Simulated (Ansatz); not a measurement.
C$_{2}$H$_{6}$AlNO

```xyz
11

O    -1.6738    0.5153    0.8785
C    -0.5084    0.6973    0.0737
C     0.6949   -0.0115    0.7404
N     1.1511   -0.9556   -0.2916
Al   -0.1180   -0.5430   -1.4403
H    -2.4234    0.8732    0.3992
H    -0.2976    1.7664   -0.0474
H     1.4803    0.7004    1.0248
H     0.3397   -0.5111    1.6492
H     1.9593   -1.5177   -0.0904
H    -0.5387   -1.0706   -2.8757
```

Geometry: PBE0-D4/def2-TZVP.

Method: RKS PBE0-D4/def2-TZVPP in Ansatz.

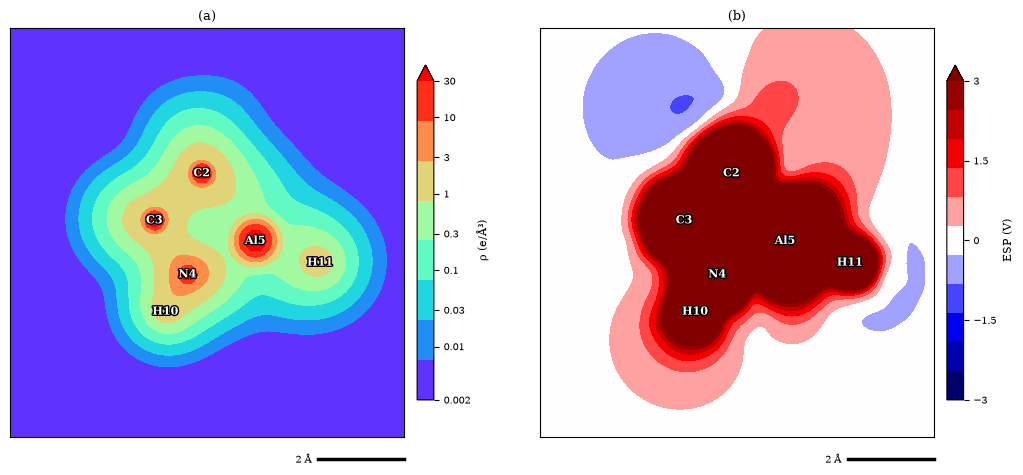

Figure 1. (a) total electron density; (b) molecular electrostatic potential on the plane of atoms C2, Al5 and C3.

### Read the bonding off the picture.

The plane passes through C, N, Al and H nuclei.
C–N (1.47 Å): the density is about 1.8 e/Å³ at the midpoint.
C–C (1.55 Å): ρ is about 1.6 e/Å³ halfway.
Al–N (1.76 Å): ρ at the midpoint is about 0.85 e/Å³.
C–Al (2.00 Å): ρ is about 0.66 e/Å³ halfway.
N–H (1.00 Å): the density is about 2.9 e/Å³ at the midpoint.
Outside the dense part of the molecule the potential is most negative (−0.9 V) near O1, which lies off the plane.

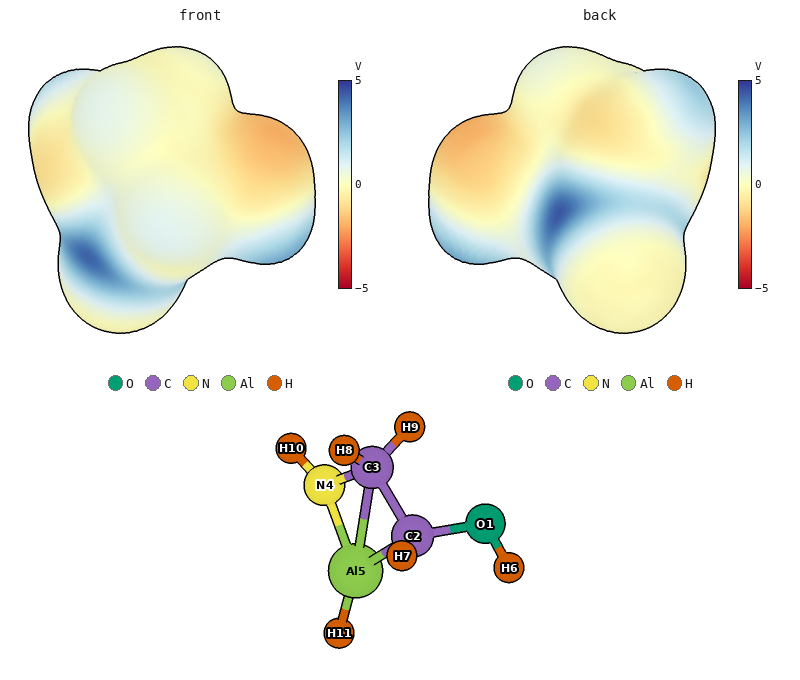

Figure 2. The electrostatic potential painted on the density surface at 0.004 e/bohr³, seen from the front and from behind; red is negative and blue positive. The bare structure is drawn below in the same view.

### Which sites attract a positive test charge, and which a negative one?

A positive charge is drawn to the negative regions and a negative charge to the positive ones. The most negative region (about −1.8 V) lies over O1, the most positive (about +4.2 V) over Al5. O1 is the likeliest acceptor of a hydrogen bond.

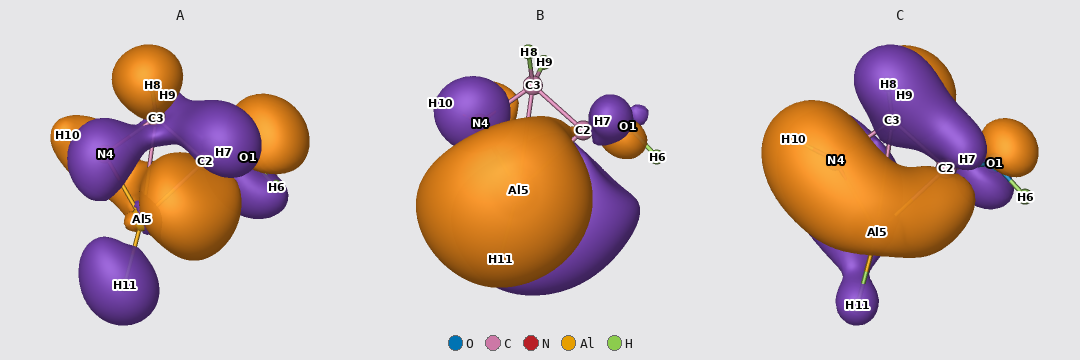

Figure 3. Three frontier orbitals at ±0.06 Å⁻³ᐟ² (orange and purple are the two phases), in no order.

### Which picture is the HOMO−1, the HOMO and the LUMO?

C is the HOMO−1 (−6.72 eV). By Hirshfeld shares it lies mainly on N4 (about 50 %), Al5 (about 15 %), C3 (about 10 %) and H9 (about 5 %). A is the HOMO (−6.31 eV). Its weight (Hirshfeld) is mainly on O1 (about 30 %), C2 (about 25 %), Al5 (about 15 %) and N4 (about 10 %). B is the LUMO (−0.66 eV). By Hirshfeld shares it lies mainly on Al5 (about 70 %), N4 (about 10 %) and H11 (about 5 %).

### What is the HOMO–LUMO gap?

5.65 eV between the orbital energies.

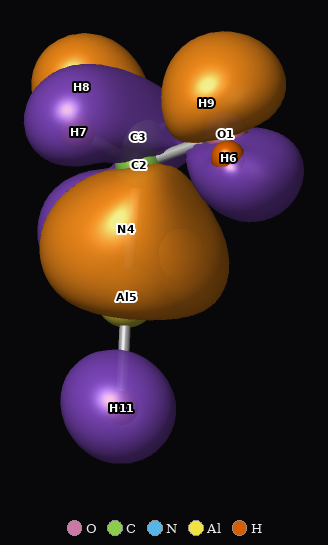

Figure 4. One frontier orbital at ±0.08 Å⁻³ᐟ² (orange and purple are the two phases), seen at an oblique angle.

### Which orbital is it: HOMO or LUMO?

The HOMO, at −6.31 eV. By Hirshfeld shares it lies mainly on O1 (about 30 %), C2 (about 25 %), Al5 (about 15 %) and N4 (about 10 %).
